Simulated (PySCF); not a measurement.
**Run report: C$_{3}$H$_{4}$F$_{2}$O$_{2}$Si, saddle-point search (part 2 of 2)**

The same run, continued: C$_{3}$H$_{4}$F$_{2}$O$_{2}$Si; PBE0-D3(BJ)/def2-SVP saddle search from the GFN2-xTB point and Hessian, gas phase (PySCF 2.14.0). The run did not end well.

Geometry of the input (Å):
```
O  0.3122  -1.3192  -0.0793
C  1.3466  -0.5970  -0.1847
C  1.3469  0.7629  0.0429
F  2.4891  1.4693  -0.1229
C  0.1937  1.4190  0.4735
O  -0.8875  0.8308  0.6697
Si -1.4205  -0.8819  -0.0586
F  -2.5165  0.0763  -0.7972
H  2.2764  -1.0919  -0.4734
H  0.2492  2.4935  0.6778
H  -1.8498  -1.3008  1.2543
H  -1.5446  -1.9091  -1.1005
```

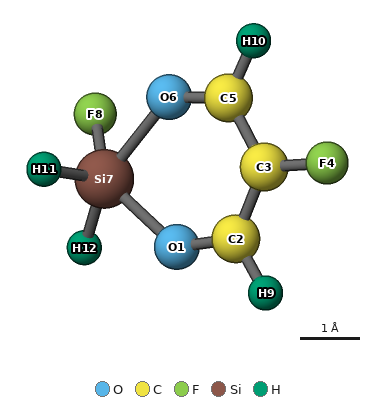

**Figure 1.** The geometry at step 18 of the log (ball-and-stick view, seen at a tilt; atoms are numbered from 1 in the order of the input).

Trajectory as extended XYZ, continued
```
12
Properties=species:S:1:pos:R:3:forces:R:3 step=11 energy=-20554.07003
O     0.3114   -1.2244   -0.3784   -0.0400  -0.0130  -0.0130
C     1.3875   -0.5544   -0.2504    0.0140   0.0260   0.0040
C     1.4286    0.7689    0.1459   -0.0400  -0.0020   0.0140
F     2.5927    1.4141    0.2367    0.0080  -0.0090   0.0190
C     0.2356    1.4442    0.4170   -0.2010  -0.0950  -0.0560
O    -0.9016    0.9059    0.3385    0.2140   0.0650   0.0190
Si   -1.4932   -0.8784   -0.0960   -0.0810   0.1320  -0.0060
F    -2.7774   -0.0560   -0.7065    0.0810  -0.0350   0.0310
H     2.3283   -1.0760   -0.4865    0.0280  -0.0080   0.0000
H     0.2802    2.5091    0.7067   -0.0080  -0.0160  -0.0040
H    -1.7000   -1.2236    1.3321    0.0270  -0.0160  -0.0040
H    -1.6966   -2.0776   -0.9576   -0.0020  -0.0290  -0.0040
12
Properties=species:S:1:pos:R:3:forces:R:3 step=12 energy=-20554.07008
O     0.3124   -1.2297   -0.3623    0.0070   0.0110  -0.0060
C     1.3882   -0.5562   -0.2458   -0.0080  -0.0100  -0.0050
C     1.4262    0.7719    0.1341    0.0110   0.0130   0.0070
F     2.5891    1.4222    0.2119   -0.0190  -0.0120   0.0090
C     0.2329    1.4415    0.4164    0.0450   0.0120   0.0160
O    -0.8976    0.8955    0.3629   -0.0340   0.0020  -0.0190
Si   -1.4942   -0.8735   -0.0935    0.0030  -0.0230  -0.0020
F    -2.7633   -0.0401   -0.7132   -0.0020   0.0010   0.0050
H     2.3312   -1.0785   -0.4755   -0.0020  -0.0010  -0.0010
H     0.2750    2.5068    0.7043   -0.0010  -0.0010  -0.0040
H    -1.7098   -1.2399    1.3279    0.0050   0.0090  -0.0020
H    -1.6948   -2.0680   -0.9657   -0.0050  -0.0010   0.0040
12
Properties=species:S:1:pos:R:3:forces:R:3 step=13 energy=-20554.07103
O     0.3111   -1.2253   -0.3771    0.0100   0.0060  -0.0100
C     1.3877   -0.5558   -0.2483    0.0020   0.0050   0.0090
C     1.4275    0.7687    0.1454   -0.0460  -0.0240  -0.0050
F     2.5905    1.4148    0.2353    0.0280   0.0060   0.0200
C     0.2336    1.4427    0.4134   -0.0410  -0.0250  -0.0180
O    -0.9006    0.9028    0.3411    0.0530   0.0160   0.0000
Si   -1.4948   -0.8726   -0.0951    0.0110  -0.0090   0.0040
F    -2.7754   -0.0484   -0.7021   -0.0170   0.0020   0.0040
H     2.3306   -1.0778   -0.4795   -0.0030   0.0000  -0.0030
H     0.2756    2.5082    0.6990    0.0020   0.0050   0.0010
H    -1.6924   -1.2342    1.3307    0.0050   0.0120  -0.0070
H    -1.6981   -2.0713   -0.9611   -0.0030   0.0060   0.0040
12
Properties=species:S:1:pos:R:3:forces:R:3 step=14 energy=-20554.07156
O     0.3109   -1.2222   -0.3932    0.0070   0.0130  -0.0020
C     1.3881   -0.5550   -0.2514   -0.0150  -0.0210  -0.0160
C     1.4261    0.7666    0.1488    0.1080   0.0390   0.0280
F     2.5932    1.4088    0.2590   -0.0920  -0.0500  -0.0080
C     0.2317    1.4431    0.4072    0.1050   0.0630   0.0320
O    -0.8996    0.9052    0.3299   -0.1180  -0.0400  -0.0370
Si   -1.4937   -0.8732   -0.0966   -0.0110   0.0010   0.0000
F    -2.7840   -0.0540   -0.6913    0.0080  -0.0030   0.0030
H     2.3321   -1.0762   -0.4805   -0.0100   0.0010   0.0030
H     0.2746    2.5089    0.6939    0.0020  -0.0030  -0.0070
H    -1.6814   -1.2255    1.3324    0.0150  -0.0040   0.0020
H    -1.7028   -2.0747   -0.9567    0.0020   0.0040   0.0020
12
Properties=species:S:1:pos:R:3:forces:R:3 step=15 energy=-20554.07142
O     0.3104   -1.2236   -0.3847    0.0010   0.0050  -0.0080
C     1.3875   -0.5550   -0.2501   -0.0070   0.0010   0.0000
C     1.4269    0.7679    0.1472   -0.0050  -0.0170   0.0000
F     2.5908    1.4123    0.2439    0.0150   0.0000   0.0150
C     0.2330    1.4433    0.4121   -0.0030   0.0040  -0.0010
O    -0.9000    0.9043    0.3378   -0.0050  -0.0030  -0.0100
Si   -1.4939   -0.8745   -0.0961    0.0110   0.0030   0.0060
F    -2.7760   -0.0507   -0.7000   -0.0140   0.0030  -0.0050
H     2.3306   -1.0767   -0.4808   -0.0040   0.0000  -0.0020
H     0.2758    2.5088    0.6984    0.0030   0.0020  -0.0020
H    -1.6889   -1.2288    1.3315    0.0100   0.0010   0.0010
H    -1.7010   -2.0753   -0.9577   -0.0010   0.0010   0.0050
12
Properties=species:S:1:pos:R:3:forces:R:3 step=16 energy=-20554.07186
O     0.3070   -1.2201   -0.3936    0.0040   0.0060  -0.0160
C     1.3853   -0.5534   -0.2533   -0.0030   0.0070   0.0020
C     1.4264    0.7671    0.1502   -0.0020  -0.0230   0.0010
F     2.5911    1.4094    0.2525    0.0120  -0.0030   0.0140
C     0.2327    1.4446    0.4135   -0.0190   0.0030  -0.0050
O    -0.9006    0.9079    0.3354    0.0080  -0.0010   0.0020
Si   -1.4930   -0.8766   -0.0966    0.0310  -0.0240   0.0060
F    -2.7705   -0.0522   -0.7066   -0.0290   0.0120  -0.0160
H     2.3278   -1.0757   -0.4854   -0.0080   0.0020  -0.0020
H     0.2771    2.5100    0.7002    0.0040   0.0040   0.0010
H    -1.6831   -1.2247    1.3335    0.0030   0.0110  -0.0030
H    -1.7050   -2.0845   -0.9484   -0.0030   0.0070   0.0160
12
Properties=species:S:1:pos:R:3:forces:R:3 step=17 energy=-20554.07264
O     0.3050   -1.2166   -0.4068    0.0000   0.0150  -0.0100
C     1.3841   -0.5516   -0.2569   -0.0060   0.0010  -0.0030
C     1.4264    0.7655    0.1550   -0.0190  -0.0110   0.0010
F     2.5919    1.4048    0.2648    0.0090  -0.0020   0.0150
C     0.2318    1.4457    0.4138    0.0190  -0.0050   0.0010
O    -0.9006    0.9100    0.3319   -0.0080   0.0060  -0.0030
Si   -1.4904   -0.8789   -0.0972   -0.0390   0.0130  -0.0200
F    -2.7700   -0.0556   -0.7102    0.0380  -0.0160   0.0040
H     2.3259   -1.0739   -0.4900    0.0000   0.0000  -0.0050
H     0.2774    2.5113    0.7000    0.0010   0.0040   0.0020
H    -1.6775   -1.2169    1.3353    0.0080   0.0050   0.0080
H    -1.7087   -2.0920   -0.9382   -0.0040  -0.0110   0.0110
12
Properties=species:S:1:pos:R:3:forces:R:3 step=18 energy=-20554.07309
O     0.3034   -1.2133   -0.4153   -0.0120  -0.0030  -0.0190
C     1.3827   -0.5512   -0.2595    0.0110   0.0030   0.0010
C     1.4258    0.7635    0.1593   -0.0080   0.0150   0.0160
F     2.5925    1.4001    0.2777   -0.0040  -0.0120   0.0110
C     0.2318    1.4460    0.4127   -0.0560  -0.0310  -0.0180
O    -0.9029    0.9129    0.3227    0.0680   0.0390   0.0130
Si   -1.4918   -0.8775   -0.0974    0.0270  -0.0130   0.0090
F    -2.7721   -0.0587   -0.7097   -0.0130   0.0050  -0.0070
H     2.3247   -1.0731   -0.4928    0.0010  -0.0030  -0.0070
H     0.2774    2.5119    0.6981    0.0030  -0.0030   0.0040
H    -1.6665   -1.2143    1.3383   -0.0030   0.0180  -0.0120
H    -1.7096   -2.0944   -0.9324   -0.0130  -0.0150   0.0090
12
Properties=species:S:1:pos:R:3:forces:R:3 step=19 energy=-20554.07318
O     0.3045   -1.2125   -0.4208    0.0050   0.0130  -0.0060
C     1.3839   -0.5517   -0.2592   -0.0040   0.0070   0.0030
C     1.4268    0.7622    0.1645   -0.0670  -0.0190  -0.0090
F     2.5928    1.3971    0.2863    0.0310   0.0110   0.0210
C     0.2314    1.4460    0.4092    0.0110  -0.0210   0.0040
O    -0.9030    0.9139    0.3153    0.0230   0.0170  -0.0090
Si   -1.4907   -0.8755   -0.0978   -0.0430   0.0020  -0.0250
F    -2.7817   -0.0619   -0.7003    0.0380  -0.0130   0.0150
H     2.3260   -1.0731   -0.4926    0.0050  -0.0040  -0.0070
H     0.2765    2.5121    0.6931    0.0010   0.0030   0.0000
H    -1.6614   -1.2128    1.3371    0.0060   0.0120   0.0090
H    -1.7098   -2.0920   -0.9333   -0.0070  -0.0080   0.0030
12
Properties=species:S:1:pos:R:3:forces:R:3 step=20 energy=-20554.07346
O     0.3049   -1.2102   -0.4290   -0.0300  -0.0220  -0.0170
C     1.3838   -0.5519   -0.2609    0.0160  -0.0170  -0.0160
C     1.4246    0.7600    0.1662    0.1220   0.0670   0.0540
F     2.5939    1.3925    0.3049   -0.0860  -0.0540  -0.0120
C     0.2312    1.4458    0.4053   -0.0510   0.0040  -0.0150
O    -0.9042    0.9170    0.3016    0.0220   0.0160  -0.0040
Si   -1.4927   -0.8754   -0.0992    0.0390   0.0170   0.0350
F    -2.7895   -0.0666   -0.6887   -0.0260   0.0070  -0.0110
H     2.3271   -1.0726   -0.4932   -0.0060   0.0000   0.0000
H     0.2765    2.5123    0.6885    0.0050  -0.0060   0.0050
H    -1.6496   -1.2076    1.3399    0.0050   0.0030  -0.0180
H    -1.7108   -2.0914   -0.9340   -0.0090  -0.0170  -0.0010
12
Properties=species:S:1:pos:R:3:forces:R:3 step=21 energy=-20554.07333
O     0.3052   -1.2123   -0.4224    0.0000   0.0060  -0.0080
C     1.3842   -0.5522   -0.2591   -0.0010   0.0060   0.0030
C     1.4265    0.7613    0.1663   -0.0510  -0.0180  -0.0060
F     2.5925    1.3956    0.2918    0.0320   0.0100   0.0200
C     0.2313    1.4457    0.4073   -0.0040  -0.0170   0.0010
O    -0.9035    0.9148    0.3089    0.0250   0.0170  -0.0060
Si   -1.4917   -0.8744   -0.0982   -0.0130  -0.0010  -0.0090
F    -2.7862   -0.0636   -0.6943    0.0100  -0.0040   0.0070
H     2.3269   -1.0732   -0.4923    0.0020  -0.0030  -0.0060
H     0.2763    2.5119    0.6911    0.0010   0.0000  -0.0010
H    -1.6566   -1.2117    1.3378    0.0050   0.0090   0.0010
H    -1.7096   -2.0901   -0.9353   -0.0070  -0.0050   0.0040
12
Properties=species:S:1:pos:R:3:forces:R:3 step=22 energy=-20554.07351
O     0.3065   -1.2126   -0.4232   -0.0060  -0.0020  -0.0100
C     1.3849   -0.5530   -0.2586    0.0070   0.0010  -0.0020
C     1.4259    0.7605    0.1672    0.0130   0.0080   0.0130
F     2.5931    1.3939    0.2988   -0.0130  -0.0130   0.0080
C     0.2312    1.4453    0.4045    0.0020  -0.0020  -0.0010
O    -0.9040    0.9155    0.3015    0.0040   0.0070  -0.0100
Si   -1.4921   -0.8723   -0.0983   -0.0210   0.0000  -0.0150
F    -2.7931   -0.0657   -0.6863    0.0090  -0.0050   0.0120
H     2.3280   -1.0733   -0.4919    0.0020  -0.0020  -0.0010
H     0.2756    2.5115    0.6882    0.0020   0.0000  -0.0020
H    -1.6520   -1.2115    1.3377    0.0070   0.0070   0.0050
H    -1.7088   -2.0866   -0.9379   -0.0050   0.0020   0.0020
12
Properties=species:S:1:pos:R:3:forces:R:3 step=23 energy=-20554.07387
O     0.3076   -1.2121   -0.4292    0.0320   0.0260   0.0060
C     1.3863   -0.5539   -0.2579   -0.0360  -0.0030   0.0030
C     1.4272    0.7588    0.1742   -0.1030  -0.0620  -0.0300
F     2.5921    1.3911    0.3072    0.0790   0.0330   0.0320
C     0.2312    1.4448    0.4012    0.0090  -0.0120   0.0010
O    -0.9046    0.9171    0.2897    0.0090   0.0020  -0.0120
Si   -1.4937   -0.8708   -0.0995    0.0210   0.0090   0.0120
F    -2.8023   -0.0689   -0.6747   -0.0170   0.0010   0.0060
H     2.3302   -1.0732   -0.4907   -0.0030  -0.0030  -0.0040
H     0.2744    2.5113    0.6836    0.0030   0.0040  -0.0050
H    -1.6432   -1.2089    1.3386    0.0080   0.0020  -0.0100
H    -1.7098   -2.0835   -0.9411   -0.0030   0.0030  -0.0010
12
Properties=species:S:1:pos:R:3:forces:R:3 step=24 energy=-20554.07376
O     0.3063   -1.2116   -0.4277   -0.0030   0.0010  -0.0090
C     1.3850   -0.5529   -0.2592   -0.0010  -0.0020  -0.0020
C     1.4257    0.7596    0.1697    0.0200   0.0010   0.0080
F     2.5930    1.3923    0.3046   -0.0120  -0.0130   0.0090
C     0.2310    1.4454    0.4033    0.0150   0.0120   0.0040
O    -0.9040    0.9169    0.2970   -0.0190  -0.0060  -0.0130
Si   -1.4922   -0.8726   -0.0991   -0.0010   0.0010  -0.0010
F    -2.7954   -0.0673   -0.6825   -0.0050   0.0010   0.0040
H     2.3285   -1.0730   -0.4919   -0.0030  -0.0010  -0.0020
H     0.2755    2.5117    0.6866    0.0030   0.0000  -0.0020
H    -1.6476   -1.2091    1.3382    0.0080   0.0040   0.0020
H    -1.7105   -2.0876   -0.9374   -0.0020   0.0020   0.0030
```

Outcome

```tsv
quantity	value
outcome	not converged
total energy	−755.348285 hartree
hardware	1 CPU thread, shared host
wall time	8.4 min
peak memory	0.63 GiB
```

What went wrong

The run did not converge. At least one of its steps failed, so the values that rest on that step are not results.
